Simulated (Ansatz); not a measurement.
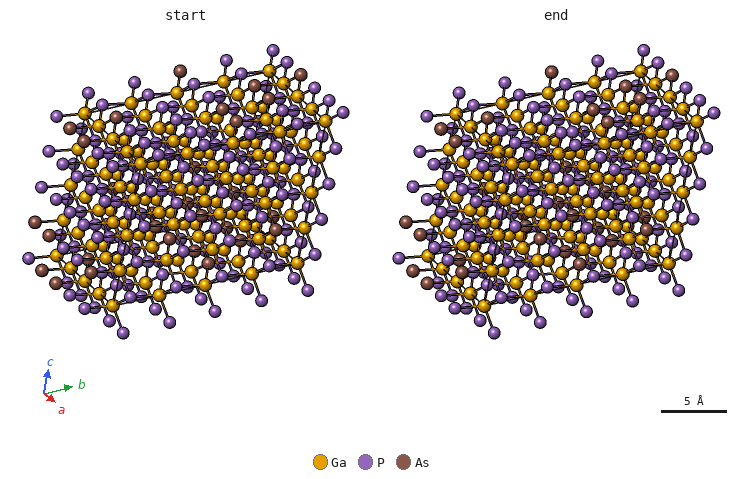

The structure of solid Ga₆₄P₅₂As₁₂ (a generated structure, set up in P1) before (left) and after (right) a relaxation, at one scale.

A ball-and-stick model of the cell of the calculation, seen slightly off an axis.

Method: DFT, PBEsol, PAW, plane waves in Ansatz 0.2.0. Settings: plane-wave cutoff 420 eV; k-point mesh 1 × 1 × 1; mesh shifted by (0.5, 0.5, 0.5); no spin polarisation; cell relaxed at fixed shape; force threshold 0.03 eV/Å; at most 80 steps.

Summarise the run.

Answer. After 3 geometry steps the energy has fallen by 13.2 meV per atom. The largest force component goes from 1.2 to 0.022 eV/Å. The pressure goes from 0.14 to −0.02 GPa. The largest move relative to the cell is that of a Ga atom, 0.12 Å along [2 −1 −3]. Largest moves by element: Ga 0.12 Å, P 0.08 Å, As 0.08 Å. Cell: a = b = c 15.501 → 15.498 Å (0.0 %). Volume −0.1 %. Near-neighbour distances that change, for instance: As–Ga 2.311 → 2.412 Å, Ga–P 2.461 → 2.360 Å, As–Ga 2.335 → 2.426 Å, Ga–P 2.291 → 2.373 Å. Among the angles between lasting bonds that change: Ga–P–Ga 111.9° → 106.7°, P–Ga–As 110.8° → 106.5°, As–Ga–As 111.9° → 108.0°. The space group stays P1 (No. 1). Cost: 6.1 s on 1 × NVIDIA GB200 with 8 threads of Arm Neoverse-V2, peak memory 2.7 GiB.
